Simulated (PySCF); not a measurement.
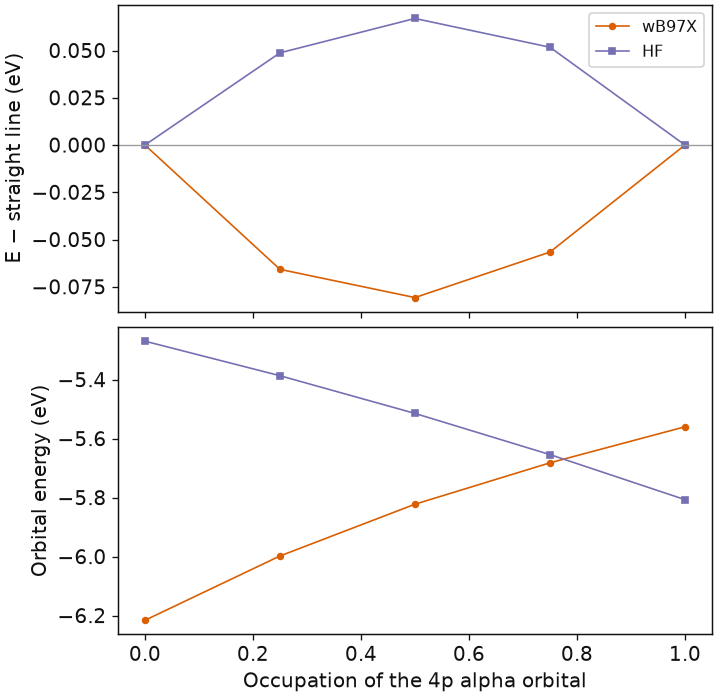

One 4p alpha orbital of neutral gallium ([Ar] 3d¹⁰ 4s² 4p) is emptied in steps. The plot gives the energy less the straight line between the integer ends; the lower panel gives the orbital energy. PySCF, aug-cc-pVTZ-DK, spin-free X2C-1e, unrestricted single determinants, no spin-orbit coupling.

Q: Describe the curvature of each method.

A: wB97X: convex (delocalisation error), largest departure −0.081 eV, removal energy 5.847 eV, orbital energy from −5.56 eV when full to −6.22 eV when empty; HF: concave (localisation error), largest departure 0.067 eV, removal energy 5.522 eV, orbital energy from −5.81 eV when full to −5.27 eV when empty. The measured removal energy is 5.999 eV. The exact energy is a straight line between whole electron numbers.
